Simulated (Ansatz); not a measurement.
**CHFO (formyl fluoride): MP2/STO-3G**

What is the vertical singlet–triplet gap of CHFO (formyl fluoride) at MP2/STO-3G? 

The results are computed with Ansatz 0.2.0.

### Step 1. The system as given

CHFO: 4 atoms, total charge 0, spin state singlet. SMILES: `O=CF`. The shape is that of a GFN2-xTB optimisation.

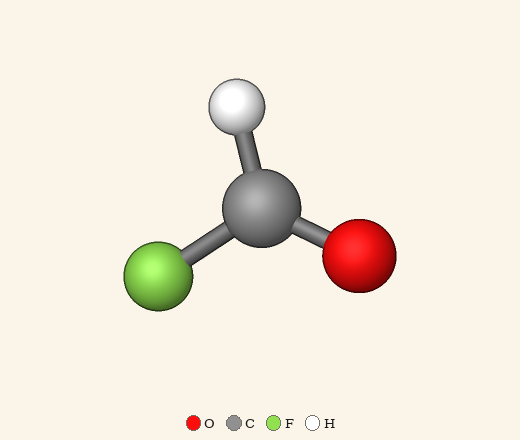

Viewed from a chosen angle; oxygen red, carbon grey, fluorine green, hydrogen white.

### Step 2. The energy at MP2/STO-3G

Input file job.yaml:

```yaml
basis:
  gaussian: {orbitals: STO-3G}
crystal:
  periodic: [false, false, false]
  atoms:
    - {symbol: O, position_ang: [-0.889680, 0.196020, 0.829980]}
    - {symbol: C, position_ang: [-0.049740, 0.073340, 0.022930]}
    - {symbol: F, position_ang: [0.584370, -1.090860, -0.181350]}
    - {symbol: H, position_ang: [0.355050, 0.821510, -0.671560]}
correlation: {method: mp2, frozen_orbitals: {C: 1, F: 1, H: 0, O: 1}}
accuracy: high
```

Run with:

```sh
$ ansatz run job.yaml --threads 1 --pin off --max-ram 2610MiB --events-out events.jsonl --progress --plain --runs-dir runs
```

Output:

```text
Warning: RAYON_NUM_THREADS=1 ignored (pool sized by the plan → 1); use --threads N
Functional definition: HF
  name "HF"
  exchange = exact_x
  correlation = 0
273 factors; integrals over basis functions are off by at most 3.4e-8 eV
mean field evaluation 1: about -5705.2097 eV, gradient 3.7e1 eV
mean field evaluation 2: about -5705.3031 eV, gradient 3.7e1 eV
mean field evaluation 4: about -5709.6108 eV, gradient 2.7e0 eV
mean field evaluation 8: about -5709.6741 eV, gradient 8.8e-2 eV
mean field -5709.67407563 eV, -209.8266521235 hartree, gradient 1.5e-8 eV, S^2 0.000000; 0 other end points of the search recorded, 0 dependent functions left out; unrestricted orbitals would lower it
mean field evaluation 16: about -5709.5363 eV, gradient 3.5e0 eV
3 core orbitals not correlated: weight in the atoms' cores, before any rotation towards them, 1.000 or more for the frozen orbitals, at most 0.000 for the correlated occupied ones
reference -5709.67407563 eV, -209.8266521235 hartree; 9, 9 occupied and 4, 4 virtual orbitals, 273 factors
second order -3.56680892 eV of doubles, -0.00000000 eV of singles
Total energy: -5713.24088455 eV, -209.9577299335 hartree
```

Run time: 0.2 s. Hardware: 1 thread of Arm Neoverse V1, shared host.

### Step 3. The triplet, same level

Input file molecule.yaml:

```yaml
crystal:
  periodic: [false, false, false]
  atoms:
    - symbol: O
      position_ang: [-0.889680, 0.196020, 0.829980]
    - symbol: C
      position_ang: [-0.049740, 0.073340, 0.022930]
    - symbol: F
      position_ang: [0.584370, -1.090860, -0.181350]
    - symbol: H
      position_ang: [0.355050, 0.821510, -0.671560]
basis:
  gaussian:
    orbitals: STO-3G
correlation:
  method: mp2
  frozen_orbitals: {C: 1, F: 1, H: 0, O: 1}
accuracy: high
magnetization:
  spin_polarized: true
  initial_magnetization: 2
```

Run with:

```sh
$ ansatz run molecule.yaml --threads 1 --pin off --max-ram 2610MiB --events-out events.jsonl --progress --plain --runs-dir runs
```

Output:

```text
Warning: RAYON_NUM_THREADS=1 ignored (pool sized by the plan → 1); use --threads N
[... 4 set-up lines as earlier in the session ...]
273 factors; integrals over basis functions are off by at most 3.4e-8 eV
mean field evaluation 1: about -5704.0234 eV, gradient 1.4e1 eV
mean field evaluation 2: about -5704.1664 eV, gradient 1.4e1 eV
mean field evaluation 4: about -5706.0007 eV, gradient 1.9e0 eV
mean field evaluation 8: about -5706.0992 eV, gradient 2.0e-3 eV
mean field evaluation 16: about -5705.3325 eV, gradient 3.2e0 eV
mean field -5706.09702757 eV, -209.6951980318 hartree, gradient 1.4e-8 eV, S^2 2.004835; 3 other end points of the search recorded, 0 dependent functions left out
3 core orbitals not correlated: weight in the atoms' cores, before any rotation towards them, 1.000 or more for the frozen orbitals, at most 0.000 for the correlated occupied ones
reference -5706.09702757 eV, -209.6951980318 hartree; 10, 8 occupied and 3, 5 virtual orbitals, 273 factors
second order -1.85486782 eV of doubles, -0.00000000 eV of singles
Total energy: -5707.95189540 eV, -209.7633631670 hartree
```

Wall time 0.12 s (1 thread of Arm Neoverse V1, shared host).

### Step 4. Outcome

Level: MP2/STO-3G, 3 core orbitals frozen.

| quantity | value |
| --- | --- |
| singlet: total energy | -209.95773 Eh |
| singlet: correlation energy (3 core orbitals frozen) | -131.1 mEh |
| triplet: total energy | -209.76336 Eh |
| triplet: correlation energy (3 core orbitals frozen) | -68.2 mEh |
| triplet: ⟨S²⟩ | 2.005 |
| vertical energy of the triplet above the singlet | 5.289 eV |

At this shape the triplet lies 5.29 eV (510 kJ/mol) above the singlet. The restricted solution (singlet) is unstable to spin breaking: an unrestricted one lies lower.
